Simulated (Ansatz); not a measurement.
Consider CH5B2 (SMILES B[CH]B) (doublet).

```xyz
8

B    -0.8593    0.7782   -0.6872
C     0.1099    0.3670    0.4128
B     0.7491   -1.0134    0.4776
H    -1.7845    0.0590   -0.9877
H    -0.7063    1.8118   -1.2968
H     0.4770    1.1453    1.1030
H     1.9436   -1.1401    0.6199
H     0.0704   -2.0079    0.3584
```

All numbers below come from Ansatz, UKS B3LYP-D4/def2-SVP.

> Predict the electron density, electron localisation function and spin density between the atoms.

C–B (1.52 Å): ρ at the midpoint is about 1.5 e/Å³; the ELF peaks at about 0.95 between the atoms; localised, covalent bonding.
C–H (1.10 Å): ρ at the midpoint is about 1.9 e/Å³; the ELF climbs to about 1 towards the hydrogen, as it does in any bond to H (a covalent bond by its length).
The unpaired spin (1 electron) lies mostly on C2 (about 0.5), B1 (about 0.2) and B3 (about 0.2), in electrons by Hirshfeld's partition.

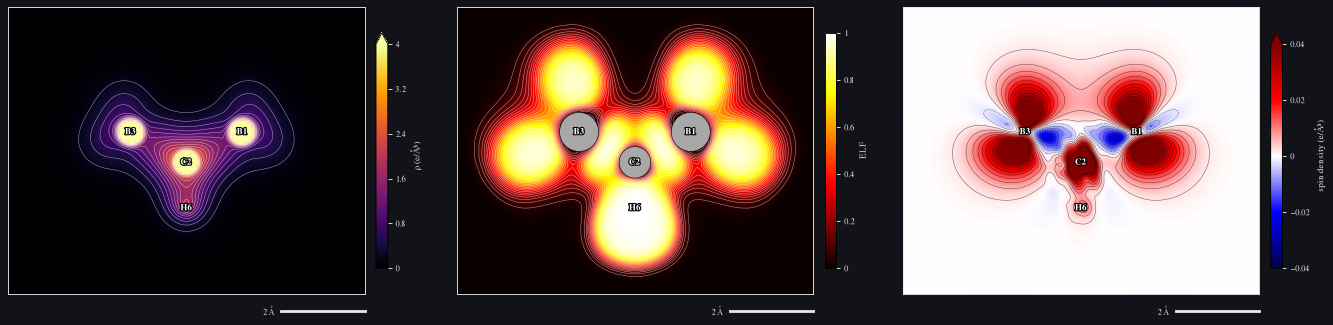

Computed electron density, electron localisation function and spin density on the plane of atoms B1, C2 and B3, in this order. Grey discs cover the atomic cores in the ELF map. 
